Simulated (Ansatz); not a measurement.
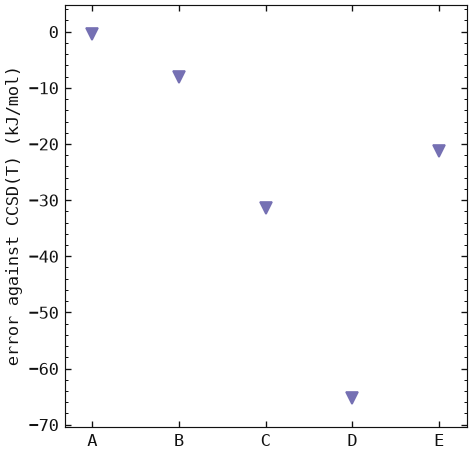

Error in the electronic atomisation energy (method less reference, so positive means overbinding) of Si₂NH₆OF, SMILES O[SiH2]N[SiH2]F: functionals in def2-TZVPP against frozen-core CCSD(T) at the limit (MP2 extrapolated from triple and quadruple zeta, plus CCSD(T) less MP2 in a smaller set), which gives 3988.1 kJ/mol, at a PBE0-D4/def2-TZVP geometry (no frequency check), no zero-point or spin-orbit term, the Ansatz code. The reference leaves out core correlation, a term that grows with the number of heavy atoms. B2PLYP holds a correlation term that converges slowly with the basis, so part of the distance to the limit is basis error. No dispersion term is added to B2PLYP.

### The letters stand for B2PLYP, B3LYP-D4, PBE-D4, ωB97M-V and ωB97X-V. Which is which?

A: ωB97X-V (−0.4 kJ/mol); B: ωB97M-V (−8.1 kJ/mol); C: B3LYP-D4 (−31.3 kJ/mol); D: B2PLYP (−65.3 kJ/mol); E: PBE-D4 (−21.2 kJ/mol).

Caveats, for all or some of the runs: one conformer of a flexible molecule.
